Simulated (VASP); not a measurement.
Band structure of GeSe (space group Pnma). Calculation: PBE GGA, VASP's PBE PAW potentials (set 64) (plane waves; VASP 6.6.1).

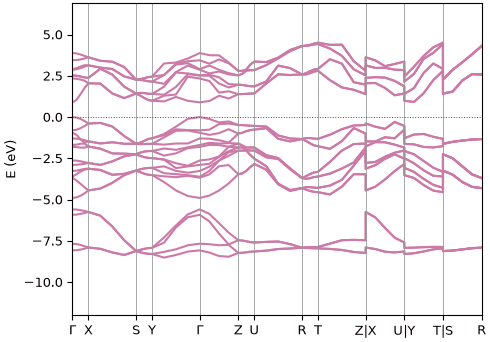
*Bands along high-symmetry lines, zero at the valence-band maximum or, without a gap, the Fermi level*

Read the plot: is there a gap, and where are the band edges?

The gap is direct, 0.89 eV, from the valence maximum at Γ to the conduction minimum at Γ.

The structure comes from a computed database's GeSe entry; how it stands against other phases isn't given here. The cell was not relaxed at this level. The k-mesh is coarse (spacing up to 0.55 per Å, 2π included), so the numbers may not be converged in it.
